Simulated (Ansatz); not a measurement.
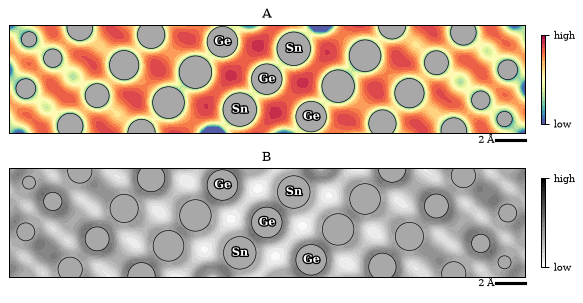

Sn4Ge3: 2 fields on the (111) plane of the conventional cell, with unlabelled colour scales. Grey discs cover the atomic cores.

Space group R-3m; built by placing these elements on a known structure type; not relaxed (largest force 1.1 eV/Å).

These are results of Ansatz, DFT, PAW plane waves, LDA, not measurements.

```yaml
crystal:
  lattice:
    - [0.00000, 2.04386, -3.47367]
    - [-0.67283, 1.92994, 3.47367]
    - [34.86796, 5.90373, 3.47366]
  atoms:
    - { symbol: Ge, position: [0.33333, 0.66667, 0.66667] }
    - { symbol: Ge, position: [0.66667, 0.33333, 0.33333] }
    - { symbol: Ge, position: [0.00000, 0.00000, 0.00000] }
    - { symbol: Sn, position: [0.33333, 0.66667, 0.80957] }
    - { symbol: Sn, position: [0.66667, 0.33333, 0.47623] }
    - { symbol: Sn, position: [0.00000, 0.00000, 0.14290] }
    - { symbol: Sn, position: [0.33333, 0.66667, 0.52377] }
    - { symbol: Sn, position: [0.00000, 0.00000, 0.85710] }
    - { symbol: Sn, position: [0.66667, 0.33333, 0.19043] }
    - { symbol: Sn, position: [0.33333, 0.66667, 0.95237] }
    - { symbol: Sn, position: [0.66667, 0.33333, 0.61903] }
    - { symbol: Sn, position: [0.00000, 0.00000, 0.28570] }
    - { symbol: Sn, position: [0.33333, 0.66667, 0.38097] }
    - { symbol: Sn, position: [0.00000, 0.00000, 0.71430] }
    - { symbol: Sn, position: [0.66667, 0.33333, 0.04763] }
    - { symbol: Ge, position: [0.66667, 0.33333, 0.76193] }
    - { symbol: Ge, position: [0.33333, 0.66667, 0.09527] }
    - { symbol: Ge, position: [0.00000, 0.00000, 0.42860] }
    - { symbol: Ge, position: [0.66667, 0.33333, 0.90473] }
    - { symbol: Ge, position: [0.33333, 0.66667, 0.23807] }
    - { symbol: Ge, position: [0.00000, 0.00000, 0.57140] }
```

Which field does each panel show? The fields are: electron localisation function and electrostatic potential energy of an electron.

Panel A: electrostatic potential energy of an electron (low next to the atoms, rising into the space between them). Panel B: electron localisation function. From the grid: Sn–Ge (2.88 Å): the ELF is about 0.50 at the midpoint.
